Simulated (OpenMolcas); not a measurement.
# MP2/ANO-RCC-VDZ (DKH2, hessian update BFGS) run of CH3FSn (SMILES [CH3][Sn][F])

Aim: a geometry optimisation of CH3FSn. 

The calculation is run with OpenMolcas 26.06.

## Step 1: The molecule

CH3FSn: 6 atoms, total charge 0, spin state singlet. As SMILES, `[CH3][Sn][F]`. Geometry: relaxed at PBE0-D4/def2-TZVP. The run starts from this shape.

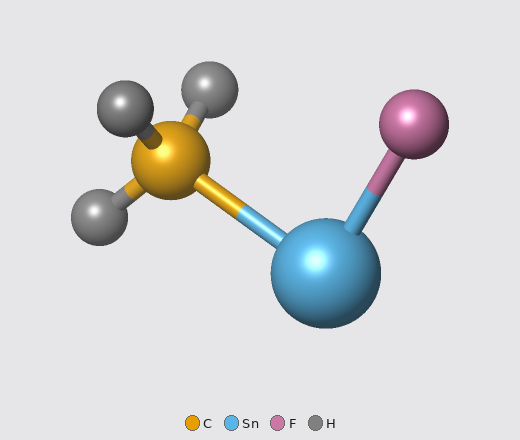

Viewed from a chosen angle; carbon amber, tin blue, fluorine pink, hydrogen grey.

## Step 2: A geometry optimisation at MP2/ANO-RCC-VDZ (DKH2, hessian update BFGS)

Contents of calc.input:

```
* CH3FSn MP2
>>> EXPORT MOLCAS_PRINT=2
&GATEWAY
XBAS
C.ANO-RCC-VDZ
Sn.ANO-RCC-VDZ
F.ANO-RCC-VDZ
H.ANO-RCC-VDZ
End of Basis
ZMAT
C1
Sn2 1 2.175093
F3 2 1.951893 1 92.90035
H4 1 1.094169 2 108.88366 3 56.90602
H5 1 1.094442 4 107.27286 2 117.60123
H6 1 1.091829 4 109.34759 5 118.33254
End of ZMAT
>>> EXPORT MOLCAS_MAXITER=40
>>> Do While
&SEWARD
Relativistic=R02E00
&SCF
PrOrbitals=1 1
&MBPT2
Frozen=20
Grdt
&SLAPAF
HUpdate=BFGS
>>> EndDo
```

On the command line:

```sh
$ export MOLCAS_MEM=1860
$ pymolcas calc.input > calc.log
```

The program printed:

```text
--- Start Module: gateway ---

                                              &GATEWAY

                       available to each process: 1.9 GB of memory, 1 thread

++    Symmetry information:
      ---------------------

                    Character Table for C1

                             E
                    a        1  x, y, xy, Rz, z, xz, Ry, yz, Rx, I
--

++    Basis set information:
      ----------------------

      Basis set label: C.ANO-RCC...3S2P.

      Electronic valence basis set:
      ------------------
      Associated Effective Charge   6.000000 au
      Associated Actual Charge      6.000000 au
      Nuclear Model: Point charge

      Shell  nPrim  nBasis  Cartesian Spherical Contaminant
         s      14       3        X
         p       9       2        X

      Basis set label: SN.ANO-RCC...6S5P2D.

      Electronic valence basis set:
      ------------------
      Associated Effective Charge  50.000000 au
      Associated Actual Charge     50.000000 au
      Nuclear Model: Point charge

      Shell  nPrim  nBasis  Cartesian Spherical Contaminant
         s      22       6        X
         p      19       5        X
         d      13       2                 X

      Basis set label: F.ANO-RCC...3S2P.

      Electronic valence basis set:
      ------------------
      Associated Effective Charge   9.000000 au
      Associated Actual Charge      9.000000 au
      Nuclear Model: Point charge

      Shell  nPrim  nBasis  Cartesian Spherical Contaminant
         s      14       3        X
         p       9       2        X

      Basis set label: H.ANO-RCC...2S.

      Electronic valence basis set:
      ------------------
      Associated Effective Charge   1.000000 au
      Associated Actual Charge      1.000000 au
      Nuclear Model: Point charge

      Shell  nPrim  nBasis  Cartesian Spherical Contaminant
         s       8       2        X
--

[... 173 lines left out ...]
       Convergence after  11 Iterations
[... 162 lines left out ...]
      Nuclear repulsion energy =  247.23348805
[... 48 lines left out ...]
      Dipole Moment (debye):
[... 124 lines left out ...]
  force constant weighted redundant internal coordinates.
[... 141 lines left out ...]
Iter      Energy       Change     Norm      Max    Element    Max     Element     Final Energy Update Update   Index
[... 95 lines left out ...]
       +  Value      Threshold Converged? +  Value      Threshold Converged? +
[... 97 lines left out ...]
 Convergence not reached yet!
[... 148 lines left out ...]
WARNING!
[... 111 lines left out ...]
Iter      Energy       Change     Norm      Max    Element    Max     Element     Final Energy Update Update   Index
[... 102 lines left out ...]
       +  Value      Threshold Converged? +  Value      Threshold Converged? +
[... 98 lines left out ...]
 Convergence not reached yet!
[... 148 lines left out ...]
WARNING!
[... 110 lines left out ...]
Iter      Energy       Change     Norm      Max    Element    Max     Element     Final Energy Update Update   Index
[... 30 lines left out ...]
 * Nuclear coordinates of the final structure / bohr     *
[... 173 lines left out ...]
       Convergence after   3 Iterations
[... 153 lines left out ...]
      Nuclear repulsion energy =  239.43471838
[... 29 lines left out ...]
      ********************************************************************************************************
      *                                               Results                                                *
      ********************************************************************************************************

 Conventional algorithm used...

       SCF energy                           =    -6311.6453520893 a.u.
       Second-order correlation energy      =       -0.2686107089 a.u.

       Total energy                         =    -6311.9139627982 a.u.
       Reference weight ( Cref**2 )         =        0.90068

::    Total MBPT2 energy                            -6311.9139627982

++    Molecular properties:
      ---------------------

      Charge (e):
                      =   -0.0000
      Dipole Moment (debye):
      Origin of the operator (angstrom)=    0.2136    0.0000    1.9888
                   X= -4.2117E+00               Y=  9.8249E-04               Z= -3.6958E-01           Total=  4.2279E+00
      Quadrupole Moment (debye*angstrom):
      Origin of the operator (angstrom)=    0.2136    0.0000    1.9888
                  XX= -4.7967E+01              XY= -2.6294E-03              XZ= -7.2026E-01              YY= -3.4524E+01
                  YZ= -6.4301E-03              ZZ= -4.2056E+01
      In traceless form (debye*angstrom)
                  XX= -9.6774E+00              XY= -3.9441E-03              XZ= -1.0804E+00              YY=  1.0487E+01
                  YZ= -9.6452E-03              ZZ= -8.0986E-01
--

       Zeroth-order energy (E0)             =    -3704.1134097758 a.u.

       Shanks-type energy S1(E)             =    -6311.9139904716 a.u.

       Data processing and timing information:

       Section                                              time(sec)
                                                          CPU  Elapsed

      Input data processing                              0.03      0.04
      Transformation of integrals                        0.29      0.35
      MBPT2 calculations (BJAI)                          0.22      0.29
      Total MBPT2 calculations                           0.54      0.68

--- Stop Module: last_energy /rc=_RC_ALL_IS_WELL_ ---
--- Module last_energy spent 4 seconds ---

>>> END DO

.##################.
.# Happy landing! #.
.##################.

    Timing: Wall=222.14 User=205.81 System=16.01
```

Wall time 3.7 min (1 thread of Arm Neoverse V1, shared host); peak memory 0.49 GiB.

Steps, from the record of the run:

```csv
step,energy from the first frame kept (eV),largest force (eV/Å)
0,0.0000,2.0683
1,-0.0789,1.0250
2,-0.1044,0.1571
3,-0.1050,0.1226
4,-0.1056,0.0916
5,-0.1061,0.0844
6,-0.1063,0.0753
7,-0.1064,0.0552
8,-0.1065,0.0342
9,-0.1065,0.0334
10,-0.1065,0.0344
11,-0.1066,0.0324
```

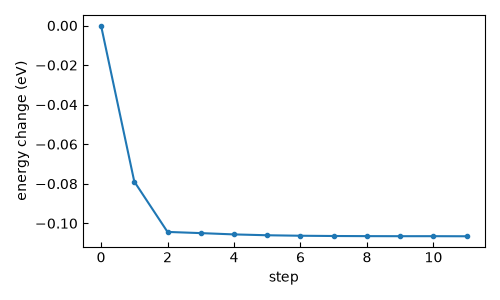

Energy along the run.

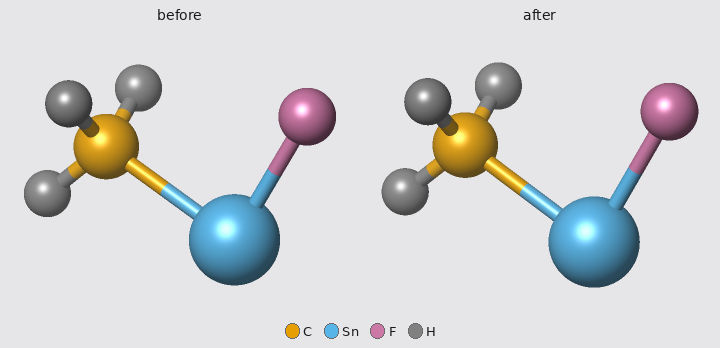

Before and after, at one scale.

After the run. Bond lengths: C1–Sn2 2.208 Å, Sn2–F3 2.052 Å, C1–H4 1.107 Å, C1–H5 1.107 Å, C1–H6 1.104 Å. Angles: C1–Sn2–F3 91.4°, Sn2–C1–H4 109.0°, Sn2–C1–H5 109.0°, Sn2–C1–H6 112.9°, H4–C1–H5 107.0°, H4–C1–H6 109.4°, H5–C1–H6 109.3°.

## Step 3: Results

Level: MP2/ANO-RCC-VDZ (DKH2, hessian update BFGS), 20 core orbitals frozen.

```
                                    quantity           value
                     total energy at the end  -6311.91396 Eh
          dipole moment (mean-field density)          4.56 D
         HOMO energy (Hartree–Fock orbitals)        -9.39 eV
         LUMO energy (Hartree–Fock orbitals)        -0.29 eV
       HOMO–LUMO gap (Hartree–Fock orbitals)         9.10 eV
correlation energy (20 core orbitals frozen)      -268.6 mEh
```

At the final geometry: Bond lengths: C1–Sn2 2.208 Å, Sn2–F3 2.052 Å, C1–H4 1.107 Å, C1–H5 1.107 Å, C1–H6 1.104 Å. Angles: C1–Sn2–F3 91.4°, Sn2–C1–H4 109.0°, Sn2–C1–H5 109.0°, Sn2–C1–H6 112.9°, H4–C1–H5 107.0°, H4–C1–H6 109.4°, H5–C1–H6 109.3°. The optimisation took 11 steps and changed the energy by -0.107 eV.
